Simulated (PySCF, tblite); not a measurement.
Bond stretch in CHN, SMILES C#N. The C1–H3 bond (C1 also carries N; H3 carries nothing else) is varied alone, starting from the PBE0/def2-TZVP optimised geometry.

```
3

C      0.0000     0.0000     0.0000
N      0.0005     0.0007    -1.1456
H      0.0000     0.0000     1.0687
```

Computed with: RKS-wB97X-V = PySCF with restricted wB97X-V/6-31G; RKS-BHandHLYP = restricted BHandHLYP/6-31G (PySCF); NEVPT2 = PySCF with SC-NEVPT2 on CASSCF(2,2)/6-31G, all electrons correlated; GFN2-xTB, 300 K electronic temperature (tblite).

Energies are in eV, each relative to the lowest point of its own curve near equilibrium.

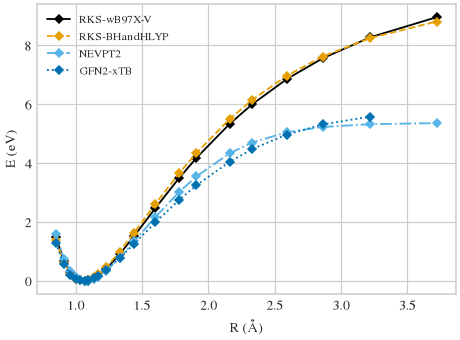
Energy against bond length for each method.

```csv
R / Å,RKS-wB97X-V,RKS-BHandHLYP,NEVPT2,GFN2-xTB
0.85,1.500,1.402,1.590,1.295
0.91,0.689,0.619,0.750,0.559
0.96,0.287,0.241,0.329,0.215
1.00,0.103,0.074,0.130,0.067
1.03,0.029,0.013,0.044,0.013
1.07,0.000,0.000,0.000,0.000
1.09,0.010,0.018,0.003,0.015
1.14,0.096,0.123,0.069,0.099
1.17,0.181,0.218,0.141,0.175
1.23,0.407,0.465,0.341,0.369
1.33,0.898,0.984,0.781,0.770
1.44,1.522,1.635,1.338,1.260
1.60,2.471,2.612,2.168,1.987
1.78,3.497,3.657,3.020,2.753
1.91,4.180,4.346,3.550,3.249
2.16,5.334,5.497,4.335,4.048
2.33,6.001,6.149,4.701,4.476
2.59,6.854,6.966,5.049,4.970
2.86,7.560,7.620,5.228,5.314
3.22,8.277,8.253,5.324,5.581
3.72,8.959,8.813,5.360,—
```

At the longest distance, 3.72 Å, RKS-wB97X-V lies highest above its minimum (8.959 eV) and NEVPT2 lowest (5.360 eV).

A dash means that the run gave no value there, or that the column was ended at a point which the program doubted or which failed a test of continuity chosen for this set; such a test can also cut sound points.

At the longest distance RKS-wB97X-V, RKS-BHandHLYP leaves fractional charges on the fragments, a sign of delocalisation error or of the restricted form. The restricted form behind RKS-wB97X-V, RKS-BHandHLYP keeps the bonding electrons paired and can't separate into open-shell fragments.
